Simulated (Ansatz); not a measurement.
We consider Li2MnO3 (C2/m, No. 12), described by r²SCAN (Ansatz, a first-principles code, plane waves, PAW).

Run with plane-wave cutoff 560 eV, 8×8×8 k mesh, Fermi–Dirac smearing 0.01 eV, spin-polarised with parallel moments, scalar-relativistic PAW data made under PBE.

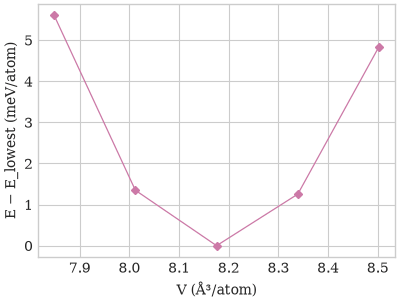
Figure. Total energy against volume

From the curve, estimate the equilibrium volume and the bulk modulus.

V0 ≈ 8.2 Å³/atom and B0 ≈ 130 GPa; the fit gives V0 = 8.175 Å³/atom, B0 = 127 GPa, B′ = 4.5.

Shape and atoms are relaxed at each volume.

Note: the magnetic order was assumed, not searched for or taken from measurement; the relaxation could not lower the start's symmetry, so the cell can be a saddle point above a distorted one; without U or exact exchange, gaps and moments of open d shells tend to come out too small; the bulk modulus comes from volumes at which shape and atoms were relaxed.

The computed numbers hold no vibrational or temperature effects.

The result took about 110 core-minutes (a rough figure).
